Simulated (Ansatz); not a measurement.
The parent structure is SiO2 (space group P3_221, No. 154; a = 5.022 Å, c = 5.510 Å).

Modification: every lattice vector is stretched by 0.75 %, atoms relaxed at fixed cell.

Calculations: PBE (Ansatz, a program for electronic structure), no spin-orbit coupling.

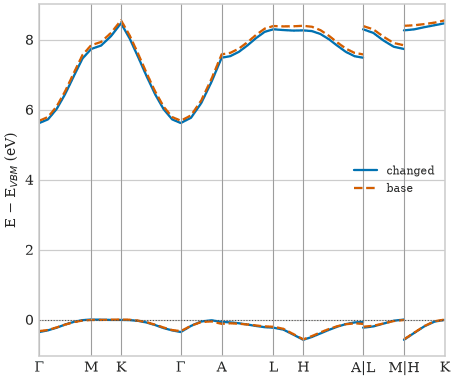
Fig. 1. Highest valence and lowest conduction band along the path, each from its own valence-band maximum

### Question
Read the changed gap and its character from the plot.

### Answer
About 5.6 eV, indirect, M → Γ.

The cells carry an imposed strain or load. Whether these cells are dynamically stable was not tested.
